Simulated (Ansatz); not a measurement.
**Cu, response to strain**

Start from Cu in the fcc (Cu type) structure (space group Fm-3m, No. 225; a = 3.5184 Å; relaxed with 0.1 eV smearing).

Strains are applied to the cell and any free atomic positions relax.

Method: LDA (Ansatz, a program for electronic structure, PAW, no spin-orbit coupling).

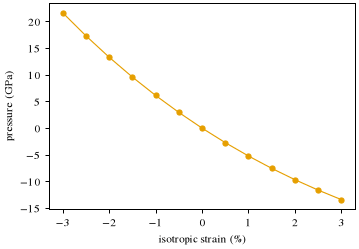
Pressure against isotropic strain

```tsv
isotropic strain (%)	pressure
-3	21.6 GPa
-2.5	17.3 GPa
-2	13.3 GPa
-1.5	9.6 GPa
-1	6.1 GPa
-0.5	2.9 GPa
0.5	-2.7 GPa
1	-5.2 GPa
1.5	-7.5 GPa
2	-9.7 GPa
2.5	-11.6 GPa
3	-13.4 GPa
```

Stability against distortions was not tested. All final runs are without spin polarisation.
